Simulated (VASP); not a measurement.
Band structure of GaSb (relaxed from the CsCl type structure, space group Pm-3m). Calculation: PBEsol GGA, VASP's PBE PAW potentials (set 64) (plane waves; VASP 6.6.1).

Unless said otherwise, spin-orbit coupling is left out, though it shifts the bands of the heavy elements here.

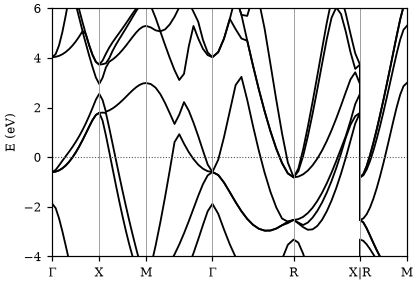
Fig. 1. Bands along high-symmetry lines, zero at the valence-band maximum or, without a gap, the Fermi level

Question: Read the plot: is there a gap, and where are the band edges?

Answer: It has no gap at this level: it comes out as a metal or semimetal. (Edges off the drawn lines would not show.)

The structure was generated: GaSb was put into the CsCl type type (Pm-3m), which need not be its known phase. It was relaxed first, which changed the volume by +14 %. VASP warned that the highest band is occupied, so more bands are needed.
